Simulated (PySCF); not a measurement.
System: C3H11FSSi2.

Input file:

```
{"job": {"kind": "uv", "xc": "PBE0", "basis": "def2-SVPD", "nstates": 8, "ntriplets": 3}, "charge": 0, "multiplicity": 1}
C     -1.968980     2.065498    -0.434558
C     -1.867337     0.551367    -0.577765
Si    -0.210689    -0.107940     0.066793
C     -0.124507    -2.012260    -0.168260
F      1.032626    -2.494429     0.416987
S      1.336967     0.845122    -1.071219
Si     3.116265    -0.318202    -0.667881
H     -1.927215     2.354283     0.612561
H     -1.143834     2.547031    -0.952450
H     -2.903029     2.433751    -0.853883
H     -2.690992     0.080006    -0.039798
H     -1.988592     0.288215    -1.630082
H      0.000639     0.155779     1.491821
H     -0.951260    -2.534486     0.316244
H     -0.086575    -2.317208    -1.216549
H      4.153600     0.551241    -1.199410
H      3.202759    -0.512460     0.769922
H      3.011395    -1.568991    -1.403649
```

Run with:

```sh
OMP_NUM_THREADS=1 python probes_run.py task.json out
```

Geometry: GFN2-xTB.

All numbers below come from PBE0/def2-SVPD, SCF density, gas phase (PySCF).

What will maps of the electron density and electron localisation function show?

C–F (1.38 Å): ρ is about 2 e/Å³ halfway, with its minimum of 1.5 e/Å³ about 0.5 Å from C; the ELF peaks at about 0.85 between the atoms: a shared but strongly polarised pair.
C–C (1.52 Å): ρ is about 1.6 e/Å³ halfway; the ELF peaks at about 0.95 between the atoms (a covalent bond).
C–Si (1.90 Å): ρ at the midpoint is about 0.94 e/Å³; the ELF peaks at about 0.95 between the atoms: localised, covalent bonding.
C–H (1.09 Å): ρ at the midpoint is about 1.9 e/Å³; the ELF climbs to about 1 towards the hydrogen, as it does in any bond to H: an ordinary covalent bond to hydrogen.

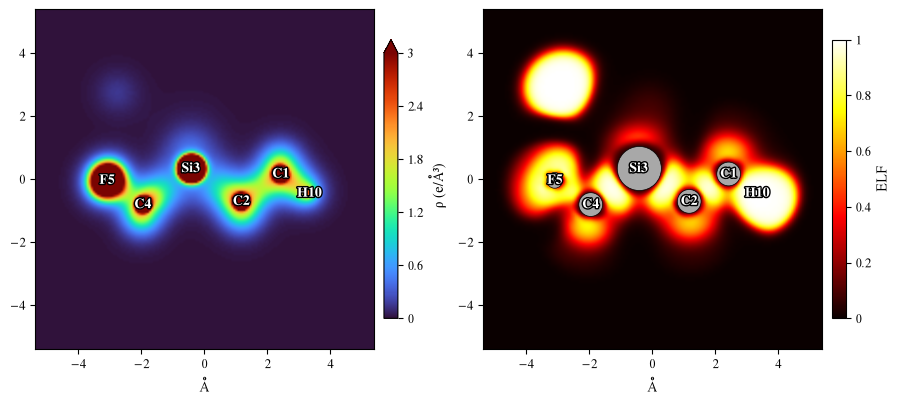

Computed electron density and electron localisation function on the plane of atoms C1, C2 and Si3, in this order. Grey discs cover the atomic cores in the ELF map. 
